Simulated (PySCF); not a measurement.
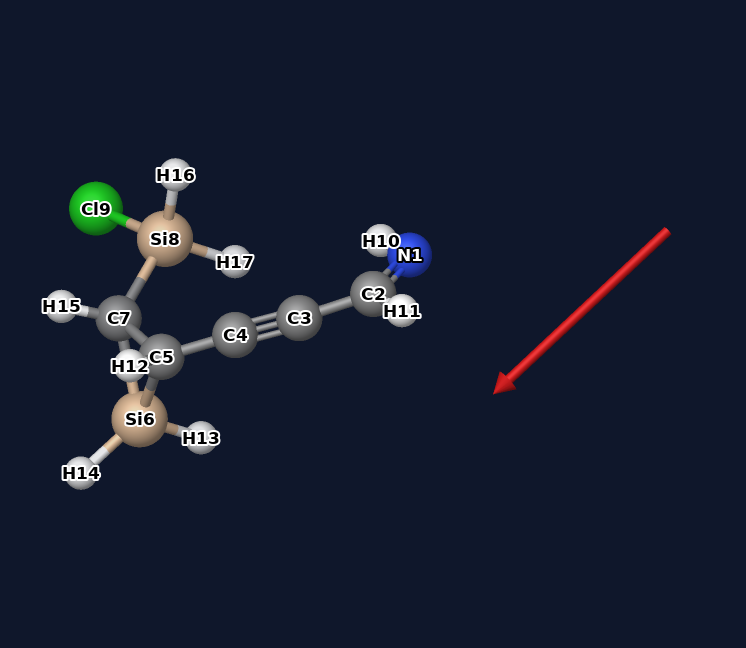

The arrow beside the molecule shows the direction of the dipole moment, from the negative to the positive end (its length means nothing). Computed geometry: GFN2-xTB optimisation. No frequency run is at hand to confirm it as a minimum. Level of theory: PBE0/pcSseg-1, gas phase (PySCF 2.14.0).

Question: How large is the dipole moment?

Answer: 3.97 D; it points from the side of N1, H10 to the side of H14 (the outermost atoms at the two ends).

The geometry is semi-empirical. Around Si such bond lengths and angles can be off by a tenth of an ångström or more and by several degrees, and values that hang on the shape move with them.
